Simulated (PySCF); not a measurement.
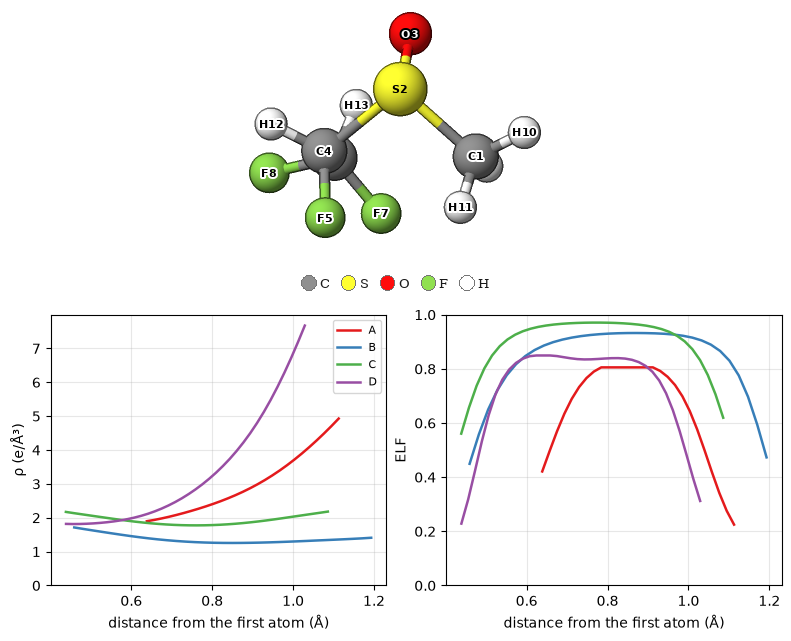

C$_{3}$H$_{5}$F$_{3}$OS. Total electron density and electron localisation function along straight lines between neighbouring atoms. The curves leave out the atomic cores. The structure is drawn too.

Geometry: GFN2-xTB, NEB image 0 of 0 to 8.

Computed with PBE0/pcSseg-1, SCF density, gas phase, non-relativistic in PySCF.

Input

```
{"job": {"kind": "nmr", "xc": "PBE0", "basis": "pcSseg-1", "pop": false}, "charge": 0, "multiplicity": 1}
C      1.714000     0.638200    -0.007600
S      1.059400    -1.076400     0.021800
O      0.747400    -1.376200     1.415500
C     -0.653400    -0.650000    -0.706600
F     -0.490900     0.061500    -1.854800
C     -1.483100     0.089100     0.336600
F     -1.253500     1.418500     0.305400
F     -2.807200    -0.078900     0.117600
H      1.170000     1.257500     0.696300
H      2.757600     0.580800     0.284700
H      1.632000     1.025400    -1.016500
H     -1.147100    -1.595900    -0.955100
H     -1.249600    -0.293100     1.345000
```

Run with:

```sh
OMP_NUM_THREADS=1 python probes_run.py task.json out
```

> Which curve belongs to which contact (C–C, C–F, C–S and S–O)? The first atom named is at distance zero.

Curve A: S–O (1.46 Å): ρ at the midpoint is about 2.1 e/Å³; the ELF peaks at about 0.80 between the atoms (a short, strongly polar bond). Curve B: C–S (1.84 Å): the density is about 1.3 e/Å³ at the midpoint; the ELF peaks at about 0.95 between the atoms, as expected for a shared electron pair. Curve C: C–C (1.52 Å): ρ at the midpoint is about 1.8 e/Å³; the ELF peaks at about 1 between the atoms, as expected for a shared electron pair. Curve D: C–F (1.35 Å): ρ at the midpoint is about 2.3 e/Å³, with its minimum of 1.8 e/Å³ about 0.5 Å from C; the ELF peaks at about 0.85 between the atoms (a shared but strongly polarised pair).
